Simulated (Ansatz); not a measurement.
# BGeH$_{6}$N (SMILES B[NH][GeH3]): what the fields show

```yaml
atoms:
  - { symbol: B, position_ang: [-1.5068, -2.0608, 3.0843] }
  - { symbol: Ge, position_ang: [1.0319, -3.2064, 2.1762] }
  - { symbol: N, position_ang: [-0.5548, -2.2282, 2.0740] }
  - { symbol: H, position_ang: [-1.3317, -2.5855, 4.1598] }
  - { symbol: H, position_ang: [-2.4926, -1.3937, 2.8692] }
  - { symbol: H, position_ang: [-0.7315, -1.7729, 1.1811] }
  - { symbol: H, position_ang: [2.2258, -2.2600, 1.9307] }
  - { symbol: H, position_ang: [1.0203, -4.2984, 1.0861] }
  - { symbol: H, position_ang: [1.0802, -3.8169, 3.5827] }
```

Geometry: B3LYP-D3(BJ)/def2-SVP.

The calculation used Ansatz, isolated molecule in a Gaussian basis; Kohn-Sham density functional theory, functional PBE0.

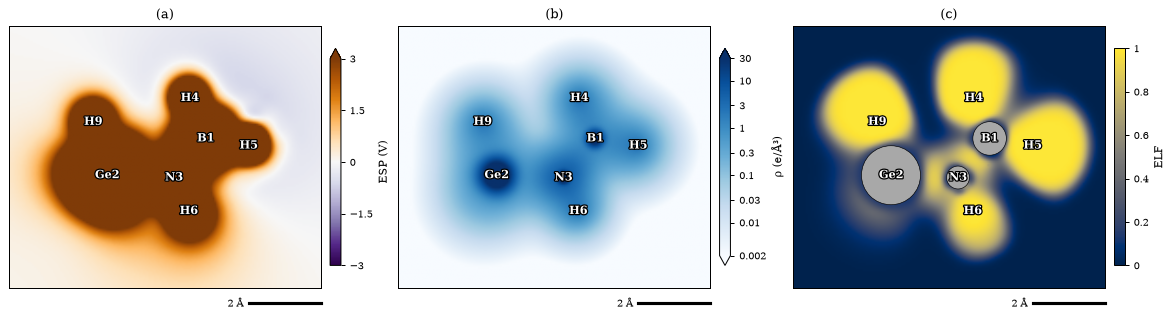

Figure 1. (a) molecular electrostatic potential; (b) total electron density; (c) electron localisation function on the plane of atoms Ge2, N3 and H6. Grey discs cover the atomic cores in the ELF map.

Describe what can be read from this map.

Answer. The section cuts through B, Ge, N and H sites.
B–N (1.40 Å): ρ at the midpoint is about 1.9 e/Å³; the ELF peaks at about 0.90 between the atoms, as expected for a short, strongly polar bond.
Ge–N (1.87 Å): the density is about 0.92 e/Å³ at the midpoint; the ELF peaks at about 0.90 in the valence shell of N, 0.7 Å from its nucleus, and is about 0.50 at the midpoint.
N–H (1.02 Å): the density is about 2.9 e/Å³ at the midpoint; the ELF climbs to about 1 towards the hydrogen, as it does in any bond to H (a covalent bond by its length).
B–H (1.21 Å): ρ at the midpoint is about 1.2 e/Å³; the ELF climbs to about 1 towards the hydrogen: an ordinary covalent bond to hydrogen.
Ge–H (1.53 Å): the density is about 1.1 e/Å³ at the midpoint; the ELF climbs to about 1 towards the hydrogen.
Outside the dense part of the molecule the potential is most negative (−0.6 V) near H5.

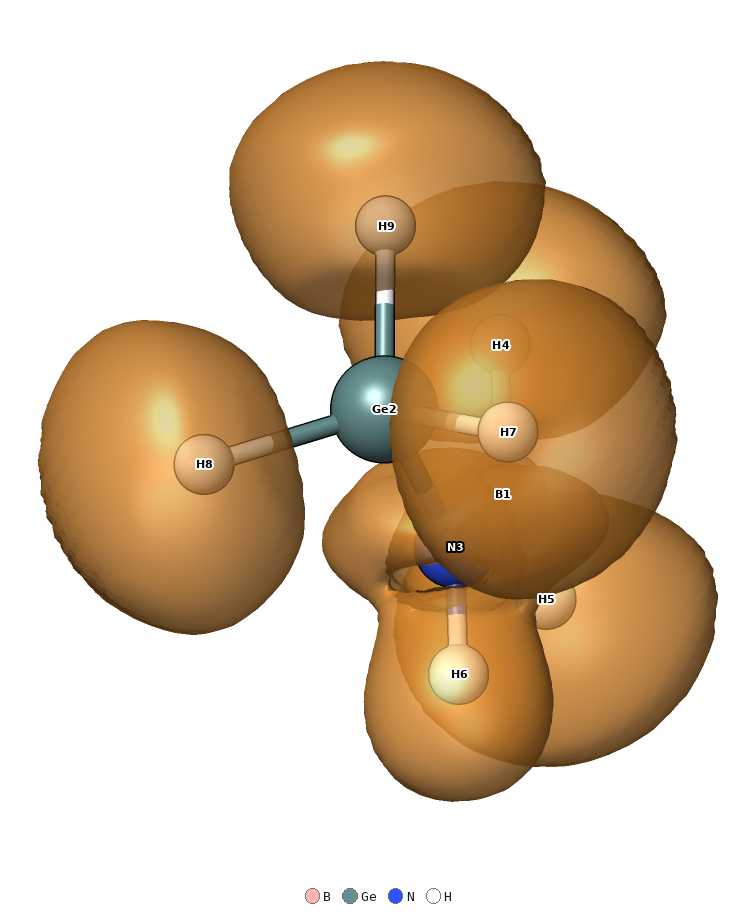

Figure 2. Isosurface of the ELF at 0.75 (orange), seen at an oblique angle. Only the valence region is drawn (cores and ρ < 0.01 e/Å³ removed).

Where are the electrons localised?

Answer. At this value the surface marks out five regions around hydrogen nuclei and one joined region spread over several atoms (H, N), in which their bonds and any lone pairs are merged.

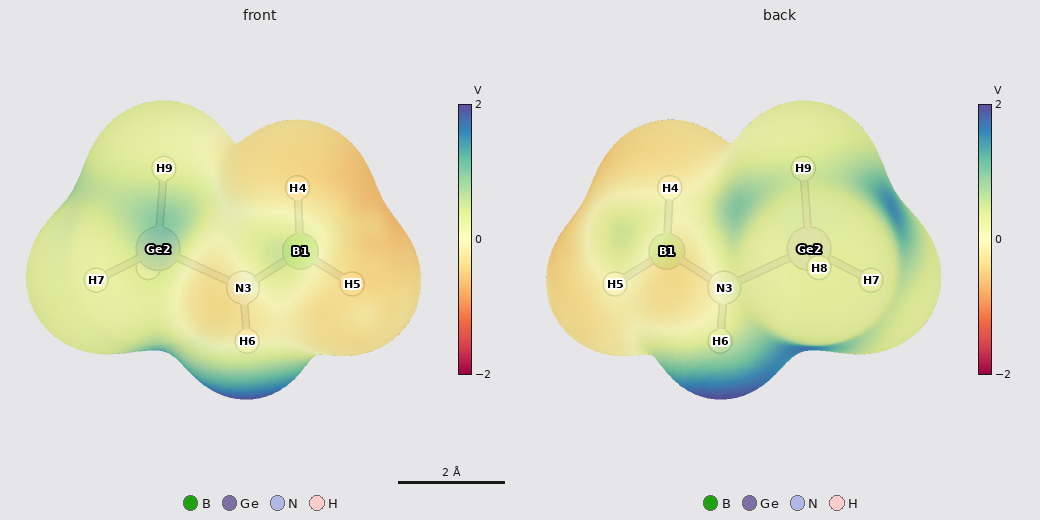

Figure 3. The molecular electrostatic potential painted on the density surface at 0.002 e/bohr³, seen from the front and from behind; the colour scale runs from red (negative) to blue (positive).

Describe the electrostatic potential map.

Answer. The most negative region (about −0.6 V) lies over H4 and H5, the most positive (about +1.9 V) over H6.

How polar is the molecule by this calculation?

Answer. Its dipole moment is 1.76 D.
